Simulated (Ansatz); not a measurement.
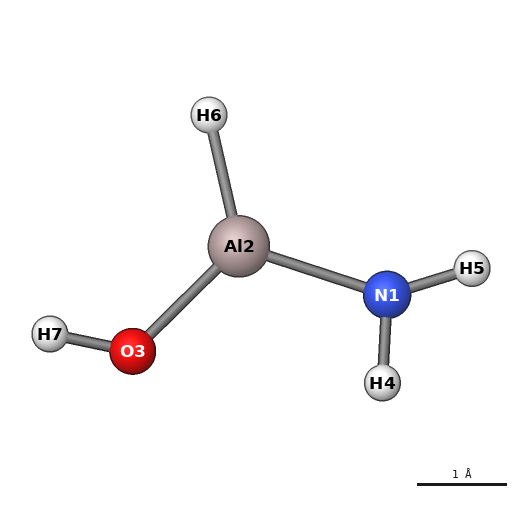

The picture comes from a calculation with Ansatz.

Atoms carry their numbers in the input. Geometry: moved along internal coordinates away from the minimum.

Which atoms are bonded, and how long are the bonds?

| bond | length (Å) |
| --- | --- |
| N1–Al2 | 1.760 |
| N1–H4 | 1.007 |
| N1–H5 | 1.006 |
| Al2–O3 | 1.698 |
| Al2–H6 | 1.534 |
| O3–H7 | 0.955 |
